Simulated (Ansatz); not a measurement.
# SnSe2: response to strain

The parent structure is SnSe₂ in the CdI2 type structure (space group P-3m1, No. 164; a = 3.826 Å, c = 6.231 Å; layered, stacked along the Cartesian z axis). Axes: x lies along a and z along c of the hexagonal cell.

Strains are applied to the cell and any free atomic positions relax; under biaxial strain the out-of-plane vector relaxes too.

The values are results of r2SCAN+rVV10 in Ansatz (plane waves to 500 eV, PAW, scalar-relativistic without spin-orbit coupling), not measurements.

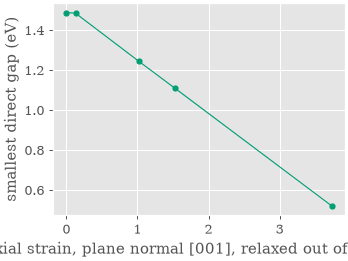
Figure. Smallest direct gap against biaxial strain, plane normal [001], relaxed out of plane

```json
[
 {"biaxial strain, plane normal [001], relaxed out of plane (%)": "0.13", "smallest direct gap": "1.49 eV"},
 {"biaxial strain, plane normal [001], relaxed out of plane (%)": "1.02", "smallest direct gap": "1.24 eV"},
 {"biaxial strain, plane normal [001], relaxed out of plane (%)": "1.53", "smallest direct gap": "1.11 eV"},
 {"biaxial strain, plane normal [001], relaxed out of plane (%)": "3.73", "smallest direct gap": "0.52 eV"}
]
```

No phonon test of stability was made.

Ansatz is a quantum-chemistry and plane-wave program.
